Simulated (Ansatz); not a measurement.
# TaInGe in the AlB2 type: lattice stability ahead of a resistivity run, part 2 of 3

The plan: relax TaInGe in the AlB2 type, check its phonons, and, if the lattice is stable, compute its Eliashberg function and ρ(T).

Ansatz 0.2.0; DFT PBE, scalar-relativistic, plane waves, PAW; PAW set soft_1.

So far. Step 3 (Relaxation): The largest force is now zero by symmetry and the largest stress component 1.0e-3 GPa. The relaxed cell has a = 4.911, c = 2.773 Å (conventional setting).

The structure was built from a prototype and need not be the compound's stable phase.

## (4) Relaxing tightly for phonons

No force is left; the cell is relaxed once more with another smearing and tight thresholds.

Contents of input.yaml:

```yaml
crystal:
  lattice:
    - [4.9108196489, 3.3844e-06, 0.0]
    - [-2.4554127554, 4.2528928772, 0.0]
    - [0.0, 0.0, 2.7731411599]
  atoms:
    - { symbol: Ta, position: [0.0, 0.0, 0.0] }
    - { symbol: Ge, position: [0.3333333333, 0.6666666667, 0.5] }
    - { symbol: In, position: [0.6666666667, 0.3333333333, 0.5] }
kpoints:
  mp_grid: { grid: [6, 6, 9] }
hamiltonian:
  xc: pbe
  pseudopotentials: { kind: paw, azcp: { folder: soft_1 } }
scf:
  occupations: { method: methfessel_paxton, width: 0.2 }
output:
  forces: true
  stress: true
  eigenvalues: true
relax:
  adjacent_minimum: "off"
  f_tol: 0.001
  max_steps: 60
  cell: { stress_tol: 0.01 }
```

Run with:

```console
$ ansatz run input.yaml --threads 4 --pin off --max-ram 12288MiB --backend cpu --events-out ev --progress --plain --runs-dir out
```

Numbers of over 12 decimals in the logs are rounded to 6 here.

The program printed:

```text
[the first part of the log is left out]
  E_vxc        = -388.448791  (∫ρ·V_xc dr)
  E_paw        = -14525.717008  (= ΣΔE_a)
  E_vpaw       = -669.037335  (= ΣTr[D̂ρ^β])
  E_aug_tail   = 0.000265  (compensation charges beyond the density's cutoff)
  E_ewald      = -4129.155252
  E_smearing   = -0.005748  (= −TS)
  E_closure    = -0.000000  (closes the sum)
  Σ components = -19824.918190   (vs F -19824.918190, Δ=0.00e0)
[...]
--- Stress (GPa, compression-positive) ---
       -0.000649       0.000000      -0.000000
        0.000000      -0.000649       0.000000
       -0.000000       0.000000       0.000867
  P = ⅓ Tr σ = -0.0001 GPa (-0.001 kbar)
--- Band table (eV; the first three rows and the last of 35) ---
[...]
--- Relaxed structure (5 steps of the walk, 5 accepted, 1 SCFs on fresh bases) ---
[...]
cell:  # Å, volume = 57.8885 Å³
    - [4.896855, 3.3747605539950577e-6, -2.1473086701579912e-19]
    - [-2.448430, 4.240799, 1.0736556166741085e-19]
    - [-1.212585776291932e-19, 0, 2.787580]
  atoms:
    - { symbol: Ta, position: [0, 0, 0] }
    - { symbol: Ge, position: [0.333333, 0.666667, 0.5] }
    - { symbol: In, position: [0.666667, 0.333333, 0.5] }
```

Run time: 6.4 s. Hardware: 4 threads of AMD EPYC 7R13 (Zen 3), shared host; peak memory 0.56 GiB.

Step by step:

| step | energy less that of the first step (eV) | largest force component (eV/Å) | pressure (GPa) | volume (Å³) |
| --- | --- | --- | --- | --- |
| 1 | 0.0000 | 0.0000 | 0.13 | 57.92 |
| 2 | -0.0011 | 0.0000 | -0.14 | 57.92 |
| 3 | -0.0015 | 0.0000 | 0.03 | 57.87 |
| 4 | -0.0015 | 0.0000 | -0.03 | 57.90 |
| 5 | -0.0015 | 0.0000 | 0.00 | 57.89 |
| 6 | -0.0015 | 0.0000 | 0.00 | 57.89 |

The log counts 1 steps on a newly chosen plane-wave basis, not all of them marked here; energy and pressure can jump at such steps.

```
conventional cell, symmetrised  before  after  change
                         a (Å)   4.911  4.897  -0.3 %
                         b (Å)   4.911  4.897  -0.3 %
                         c (Å)   2.773  2.788  +0.5 %
              volume (Å³/atom)   19.31  19.30  -0.1 %
```

Final coordinates:

```xyz
3
Lattice="4.8969 0.0000 0.0000 -2.4484 4.2408 0.0000 0.0000 0.0000 2.7876" Properties=species:S:1:pos:R:3 pbc="T T T"
Ta    0.0000    0.0000    0.0000
Ge    0.0000    2.8272    1.3938
In    2.4484    1.4136    1.3938
```

This step gave:

```
pressure        : -1.43e-4 GPa
volume per atom : 19.30 Å³/atom
```

The largest force is now zero by symmetry and the largest stress component 8.7e-4 GPa, small enough for phonons.

## (5) Lattice stability: q 2×2×2, k 4×4×6

Couplings are defined for a stable lattice alone, so phonons come first.

Contents of input.yaml:

```yaml
crystal:
  lattice:
    - [4.8968546896, 3.3748e-06, 0.0]
    - [-2.4484302674, 4.2407988725, 0.0]
    - [0.0, 0.0, 2.7875803772]
  atoms:
    - { symbol: Ta, position: [0.0, 0.0, 0.0] }
    - { symbol: Ge, position: [0.3333333333, 0.6666666667, 0.5] }
    - { symbol: In, position: [0.6666666667, 0.3333333333, 0.5] }
kpoints:
  mp_grid: { grid: [4, 4, 6] }
hamiltonian:
  xc: pbe
  pseudopotentials: { kind: paw, azcp: { folder: soft_1 } }
scf:
  occupations: { method: methfessel_paxton, width: 0.2 }
output:
  eigenvalues: true
phonons:
  method: dfpt
  qmesh: [2, 2, 2]
  temperatures: { t_max: 1000, t_step: 50 }
  qpath:
    path:
      - [[0.0, 0.0, 0.0], [0.5, 0.0, 0.0], [0.33333333, 0.33333333, 0.0], [0.0, 0.0, 0.0], [0.0, 0.0, 0.5], [0.5, 0.0, 0.5], [0.33333333, 0.33333333, 0.5], [0.0, 0.0, 0.5]]
      - [[0.5, 0.0, 0.5], [0.5, 0.0, 0.0]]
      - [[0.33333333, 0.33333333, 0.5], [0.33333333, 0.33333333, 0.0]]
    npoints: 10
```

The program printed:

```text
Warning: phonons: the dynamical matrix that this run interpolates holds no multipole term above the dipole-dipole one, and a site of this crystal is no centre of inversion, so its interpolated transverse optical and acoustic branches and sound speeds can stay off near Gamma, and the density of states and the thermodynamics with them. What a run solves at a wave vector of phonons.qpoints, Gamma apart, where the deck admits one, is free of this, and under fd what a larger phonons.supercell samples
[...]
Crystal: 3 atoms, lattice volume = 57.889 Å³
Basis set: ecut = 420 eV, 1143 PW (Γ), exchange–correlation on 72×72×40 points (8 copies of the dense FFT grid, shifted against one another)
Bands: 24, of which v1, the nominal top of the filled ones, is band 20 counted from 1 (19 counted from 0)
Symmetry: 12 space group operations
k-points: 16 of 96 (time reversal used)
[...]
SCF iter   1: F=—  HF=-19825.869494 eV  |F-HF|=—  |Δ(HF+E_count)|=         —  Δρ=4.69e-2  dr2=3.44e0  ethr=3.10e-3  ⟨swp⟩=5.7  Hψ=3608  notcnv=0
automatic band count: the SCF goes on with 28 bands, as 24 were too few: they end inside the smearing window of the response
[...]
SCF iter   2: F=—  HF=-19825.498839 eV  |F-HF|=—  |Δ(HF+E_count)|=   3.71e-1  S|Δr|=    0.00e0  Δρ=3.42e-2  dr2=2.06e0  ethr=3.10e-3  ⟨swp⟩=2.0  Hψ=659  notcnv=0  defer=27
[...]
SCF iter  10: F=-19825.030044 eV  HF=-19825.030044 eV  |F-HF|=3.64e-12  |Δ(HF+E_count)|=  7.28e-12  S|Δr|=    0.00e0  Δρ=7.42e-8  dr2=2.61e-12  ethr=1.00e-12  ⟨swp⟩=10.6  Hψ=2260  notcnv=0
SCF 1 converged in 10 iterations: F = -19825.030044 eV  dr2 = 2.61e-12
[...]
SCF iter   2: F=-19825.030044 eV  HF=-19825.030044 eV  |F-HF|=7.28e-12  |Δ(HF+E_count)|=   2.95e-9  S|Δr|=    0.00e0  Δρ=7.16e-8  dr2=4.93e-12  ethr=1.00e-12  ⟨swp⟩=5.0  Hψ=1436  notcnv=0
SCF 2 converged in 2 iterations: F = -19825.030044 eV  dr2 = 4.93e-12
phonons: the bands overlap, so this run is a metal and interpolates without the dipole-dipole term. If the crystal is really an insulator or semiconductor, its LO-TO splitting is missing
NSCF: frozen V_eff on 16 k-points
[...]
DFPT response loops at q = (0, 0, 0) (fractional): preconditioner auto → Kerker (q_TF=auto, 2.565 Å⁻¹) (partly filled bands, converged f_vac=0.000); β = 1.00, the filter's whole step (`scf.mixing.beta` (0.50) is not read by the response loops under this deck's `scf.mixing.preconditioner`; to damp them name `kerker` or `kerker_dos`, under which they read `scf.mixing.beta`, and type it under 1.00, their step now; both keys bind the ground state too); Broyden in place of MSR1
[...]
SCF converged after 10 iterations
Stability not checked: this state was not tested for a lower state beside it, because cold or Methfessel-Paxton smearing, or corrected tetrahedra, fill the levels in a way that the test cannot read (fill_not_monotonic; see scf.lower_state_search)
Free energy (F): -19825.030044 eV
[...]
Internal energy: -19825.032041 eV  (E = F + TS)
E sigma→0 (E₀):  -19825.030543 eV
Entropy (-TS):   0.001997 eV (0.666 meV/atom)
Fermi energy:    14.490505 eV
[...]
--- Band table (eV; the first three rows and the last of 16) ---
  k-point 0: bands = [... 16 lower, 10.4160, 10.4160, 11.8167, 14.5930, 14.5930, 17.9508, 17.9508, 18.2131, ... 4 higher]
  k-point 1: bands = [... 16 lower, 10.9795, 10.9795, 12.9606, 14.0116, 14.0116, 16.9054, 18.0573, 18.0573, ... 4 higher]
  k-point 2: bands = [... 16 lower, 12.4287, 12.4725, 12.4725, 12.9587, 12.9587, 17.0121, 17.2314, 17.2314, ... 4 higher]
  k-point 15: bands = [... 16 lower, 10.3386, 11.9119, 12.3268, 14.1598, 14.8677, 15.7172, 16.5756, 16.8702, ... 4 higher]
--- Phonons (Γ-DFPT): 6 representative perturbations + reference (Σ response iterations 18) ---
  ASR residual: 1.185e-4 → 0.000e0 eV/Å²; symmetrization residual: 3.927e-5 eV/Å²
  ASR residual per site (eV/Å²): 1.18e-4 3.18e-5 6.43e-5
  Γ frequencies (cm⁻¹): 0.00 0.00 0.00 25.11 75.51 82.43 82.43 169.49 169.49
--- Phonons (arbitrary-q DFPT): 4 irreducible q on the 2×2×2 mesh ---
  q = [0.0000, 0.0000, 0.0000] (star 1, of the zone-centre solve; hermiticity 1.15e-5, symmetrization 3.69e-7): -0.00 -0.00 0.00 25.11 75.51 82.43 82.43 169.49 169.49
  q = [0.0000, 0.0000, -0.5000] (star 1, 6 solved perturbations in 168 linear systems a pass and spin channel, the states on 40 of 96 k-point pairs; hermiticity 2.11e-6, symmetrization 4.93e-7): 74.83 74.83 116.59 116.59 130.74 147.34 167.49 167.49 211.37
[...]
sum rule: each row above includes the acoustic sum rule's correction from the zone centre's row sums; it moved no ω² by more than (0.42 cm⁻¹)²
  mesh force constants: q→R imaginary residual 1.08e-17; ASR residual 1.185e-4 → 0.000e0 eV/Å²; symmetrization residual 7.994e-15 eV/Å²
  interpolated dispersion: 93 rows × 9 modes
  density of states and harmonic sums: on the 16×16×22 q-mesh, interpolated from the force constants of a 2×2×2 supercell (no non-analytic term)
  largest difference from the sums on the solved wave vectors: F 1.42e-1 eV, S 2.04e-4 and C_V 6.20e-5 eV/K
  zero-point energy: 0.061732 eV/cell   skipped modes (ω ≤ 0): 21, of them read as no rigid motion or as one in doubt: 18 (3.036e-2 modes/cell left out, lowest -15.20 cm⁻¹)   left out of the sums: 3.43e-3 of the cell's modes: C_V's classical limit lies that fraction below 3 k_B per atom; for a crystal, a wire or a layer, F and S can be off by more, and a phonons.interpolated_qmesh denser along its periods is the remedy for the sampling
```

Run time: 35 s. Hardware: 4 threads; peak memory 0.71 GiB.

This step gave:

* share of imaginary modes in the plain interpolation between solved wavevectors: 0.003
* highest frequency, solved or plainly interpolated: 211.4 cm⁻¹

Solved on the 2×2×2 mesh alone; all other wavevectors are interpolated. Phonon branches along the path, in cm⁻¹:

```
    point  branch 1  branch 2  branch 3  branch 4  branch 5  branch 6  branch 7  branch 8  branch 9
        Γ         0         0         0        25        76        82        82       170       170
        M       -15        29        39        63        66        99       114       170       185
        K         8        30        56        58        64        84       146       148       192
        Γ         0         0         0        25        76        82        82       170       170
        A        75        75       117       117       131       147       168       168       211
        L        46        95        97       108       134       141       154       176       211
        H        29       101       104       112       133       140       143       179       211
        A        75        75       117       117       131       147       168       168       211
jump to L        46        95        97       108       134       141       154       176       211
        M       -15        29        39        63        66        99       114       170       185
jump to H        29       101       104       112       133       140       143       179       211
        K         8        30        56        58        64        84       146       148       192
```

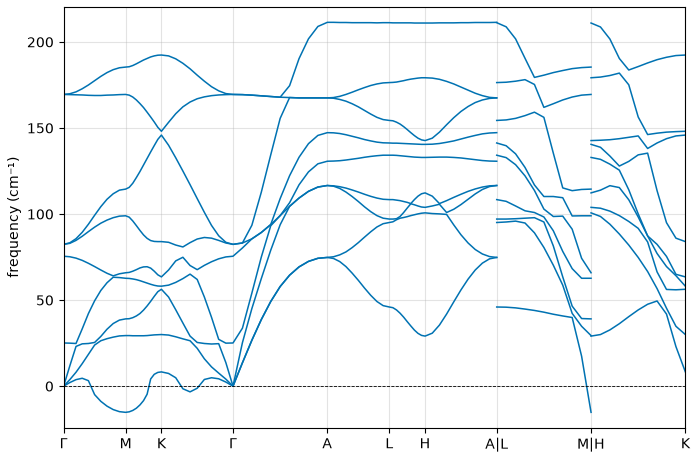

Phonon branches along the path.

Lowest modes at the softest wavevector of the mesh. Modes at q = (0.500, 0.000, 0.000), with each element's share of the kinetic energy (negative means imaginary):

| mode | frequency (cm⁻¹) | Ta % | Ge % | In % |
| --- | --- | --- | --- | --- |
| 1 | -15.2 | 74 | 12 | 14 |
| 2 | 29.4 | 17 | 83 | 1 |
| 3 | 39.1 | 26 | 28 | 47 |
| 4 | 62.7 | 10 | 5 | 86 |
| 5 | 65.9 | 95 | 0 | 5 |
| 6 | 99.0 | 71 | 22 | 7 |

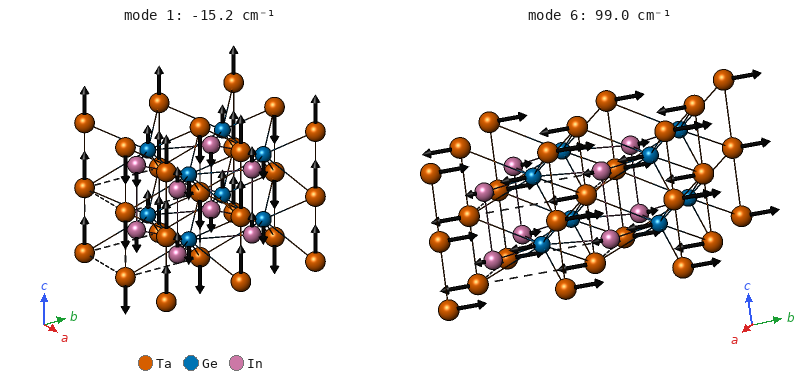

Displacement patterns of modes 1 and 6 at q = (0.500, 0.000, 0.000); arrows are exaggerated. 2×2×2 cells are drawn. Some periodic images of atoms are drawn too.

Among the solved wavevectors the lowest mode, translations apart, is -15.2 cm⁻¹, imaginary.

## (6) Lattice stability: q 3×3×3, k 6×6×9

An imaginary mode on so few k-points may come from the sampling, so the phonons are repeated with another q and k mesh.

input.yaml, as its differences from that of step 5:

```diff
@@ -10,3 +10,3 @@
 kpoints:
-  mp_grid: { grid: [4, 4, 6] }
+  mp_grid: { grid: [6, 6, 9] }
 hamiltonian:
@@ -20,3 +20,3 @@
   method: dfpt
-  qmesh: [2, 2, 2]
+  qmesh: [3, 3, 3]
   temperatures: { t_max: 1000, t_step: 50 }
```

The program printed:

```text
[...]
Crystal: 3 atoms, lattice volume = 57.889 Å³
Basis set: ecut = 420 eV, 1143 PW (Γ), exchange–correlation on 72×72×40 points (8 copies of the dense FFT grid, shifted against one another)
Bands: 24, of which v1, the nominal top of the filled ones, is band 20 counted from 1 (19 counted from 0)
Symmetry: 12 space group operations
k-points: 35 of 324 (time reversal used)
[...]
SCF iter   1: F=—  HF=-19825.865453 eV  |F-HF|=—  |Δ(HF+E_count)|=         —  Δρ=4.97e-2  dr2=3.99e0  ethr=3.10e-3  ⟨swp⟩=5.0  Hψ=3319  notcnv=0
[...]
SCF iter  11: F=-19824.918190 eV  HF=-19824.918190 eV  |F-HF|=3.64e-12  |Δ(HF+E_count)|=  3.64e-12  S|Δr|=    0.00e0  Δρ=3.87e-8  dr2=1.23e-12  ethr=1.00e-12  ⟨swp⟩=5.1  Hψ=3619  notcnv=0
SCF 1 converged in 11 iterations: F = -19824.918190 eV  dr2 = 1.23e-12
[...]
SCF iter   1: F=—  HF=-19824.918190 eV  |F-HF|=—  |Δ(HF+E_count)|=         —  Δρ=1.24e-7  dr2=9.84e-12  ethr=2.98e-9  ⟨swp⟩=3.9  Hψ=6166  notcnv=0
eigensolver tolerance schedule: the retry pair's looser diagonalisation over-reported the residual by 121296.44 of it (diagonalisation noise at 0.13 of the residual, at the tolerance the schedule requests for it); recorded, not acted on — ethr = c·dr2/N_el stays at c = 1.0e-1
[...]
SCF iter   2: F=-19824.918190 eV  HF=-19824.918190 eV  |F-HF|=7.28e-12  |Δ(HF+E_count)|=   1.10e-7  S|Δr|=    0.00e0  Δρ=9.38e-8  dr2=9.92e-12  ethr=1.00e-12  ⟨swp⟩=5.2  Hψ=3184  notcnv=0
SCF 2 converged in 2 iterations: F = -19824.918190 eV  dr2 = 9.92e-12
[...]
SCF converged after 11 iterations
[...]
Free energy (F): -19824.918190 eV
[...]
Internal energy: -19824.912442 eV  (E = F + TS)
E sigma→0 (E₀):  -19824.916753 eV
Entropy (-TS):   -0.005748 eV (-1.916 meV/atom)
Fermi energy:    14.572850 eV
[...]
--- Band table (eV; the first three rows and the last of 35) ---
  k-point 0: bands = [... 16 lower, 10.4111, 10.4111, 11.8307, 14.5914, 14.5914, 17.9711, 17.9711, 18.2207]
  k-point 1: bands = [... 16 lower, 10.6646, 10.6646, 12.3675, 14.3275, 14.3275, 17.8121, 18.0025, 18.0025]
  k-point 2: bands = [... 16 lower, 11.3964, 11.3964, 13.5086, 13.6386, 13.6386, 15.9365, 18.0354, 18.0354]
  k-point 34: bands = [... 16 lower, 10.8923, 12.0943, 12.2652, 14.2847, 14.6605, 16.1577, 16.2348, 16.2818]
[...]
ASR residual: 4.159e-5 → 0.000e0 eV/Å²; symmetrization residual: 3.565e-5 eV/Å²
  ASR residual per site (eV/Å²): 9.74e-6 4.16e-5 3.73e-5
  Γ frequencies (cm⁻¹): -49.93 0.00 0.00 0.00 56.01 56.01 63.23 170.06 170.06
--- Phonons (arbitrary-q DFPT): 6 irreducible q on the 3×3×3 mesh ---
[...]
interpolated dispersion: 93 rows × 9 modes
[...]
```

Run time: 3.2 min. Hardware: 4 threads; peak memory 1.5 GiB; 12 min of CPU time.

This step gave:

```
share of imaginary modes in the plain interpolation between solved wavevectors : 0.0552
highest frequency, solved or plainly interpolated                              : 212.9 cm⁻¹
```

Solved on the 3×3×3 mesh alone; all other wavevectors are interpolated. Phonon branches along the path, in cm⁻¹:

```csv
point,branch 1,branch 2,branch 3,branch 4,branch 5,branch 6,branch 7,branch 8,branch 9
Γ,-50,0,0,0,56,56,63,170,170
M,-40,-31,-20,59,66,85,100,156,180
K,-34,-27,26,51,54,58,139,141,186
Γ,-50,0,0,0,56,56,63,170,170
A,63,63,70,70,145,155,162,162,213
L,35,65,89,94,146,148,159,161,210
H,-22,88,94,110,133,148,153,169,211
A,63,63,70,70,145,155,162,162,213
jump to L,35,65,89,94,146,148,159,161,210
M,-40,-31,-20,59,66,85,100,156,180
jump to H,-22,88,94,110,133,148,153,169,211
K,-34,-27,26,51,54,58,139,141,186
```

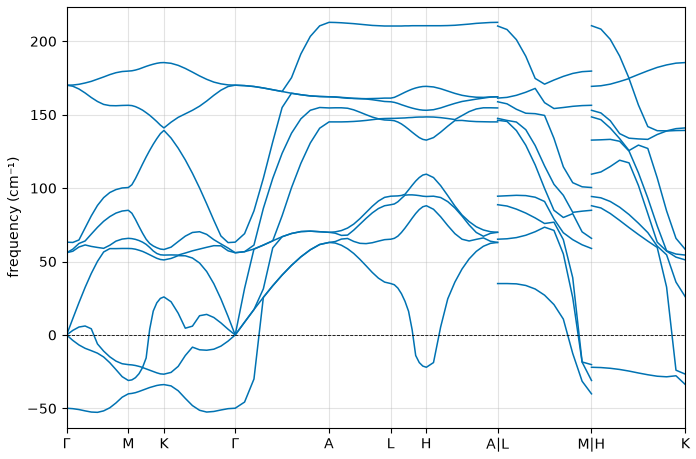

Phonon branches along the path.

Lowest modes at the softest wavevector of the mesh. The modes at q = (0.333, 0.000, 0.000) (shares of kinetic energy by element, %) (negative means imaginary):

```
mode  frequency (cm⁻¹)  Ta %  Ge %  In %
   1             -50.4    39    54     6
   2             -17.5    50    44     6
   3             -13.7    36    26    38
   4              58.9    11     2    87
   5              59.8    91     1     8
   6              79.6    62    27    11
```

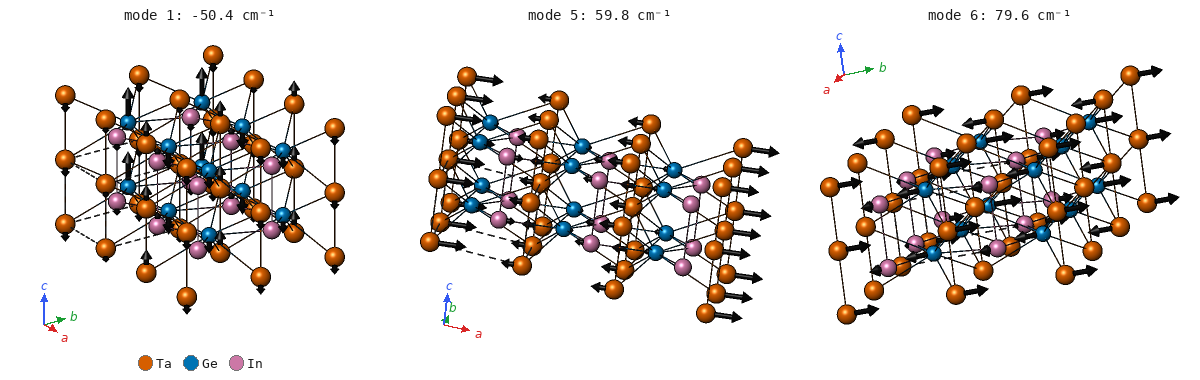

Displacement patterns of modes 1, 5 and 6 at q = (0.333, 0.000, 0.000); arrows are exaggerated. 3×2×2 cells are drawn. Some periodic images of atoms are drawn too.

The modes has structure finer than the step of the table below, so its rows give means over 20 cm⁻¹, whole bins alone (the curve runs from -62.7 to 229 cm⁻¹). Peaks (cm⁻¹: height): Ge -22.4: 0.00758, 71.1: 0.0174, 94.9: 0.0160, 126.1: 0.0154, 146.2: 0.0428, 164.6: 0.0357; In 67.4: 0.0193, 83.9: 0.0234, 104.1: 0.0199, 155.4: 0.0300, 170.1: 0.0419, 184.7: 0.0199, 208.5: 0.0211; Ta 67.4: 0.0815, 153.6: 0.0187.

Phonopy on the run's constants, 13x13x21 mesh, Gaussian sigma 2.1 cm⁻¹. Table of modes by wavenumber; means over each step; values in 1/cm⁻¹/cell:

```csv
wavenumber (cm⁻¹),Ge,In,Ta
-40,0.00471,3.5e-4,0.00180
-20,0.00609,0.00519,0.00313
0,0.00228,0.00269,0.00186
20,0.00907,0.00860,0.00713
40,0.00781,0.00815,0.00946
60,0.00996,0.0145,0.0453
80,0.0138,0.0151,0.0416
100,0.0127,0.0139,0.0115
120,0.0119,0.00855,0.00751
140,0.0269,0.0104,0.00984
160,0.0306,0.0293,0.00983
180,0.0133,0.0192,5.0e-4
200,1.4e-4,0.0111,1.5e-4
```

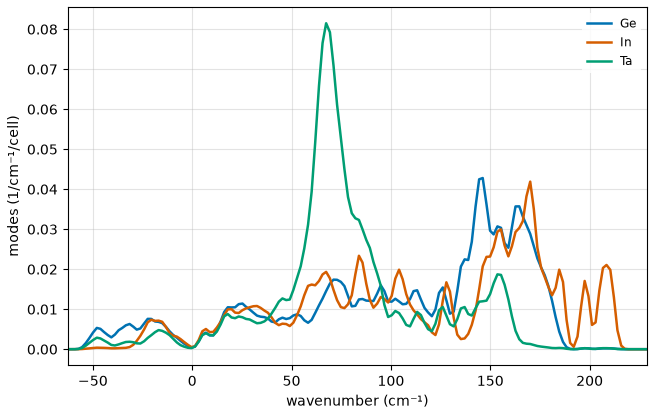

Modes against wavenumber.

(Part 2 of 3 ends here.)

[Logs are printed without paths, hosts, clocks, repeated set-up lines and the standing remarks that a program may print on its own settings, such as how far it seeks lower states.]

[Hosts, paths, dates, database ids (printed as entryN), source tags and the programs' standing remarks are cut or masked in the printed files.]
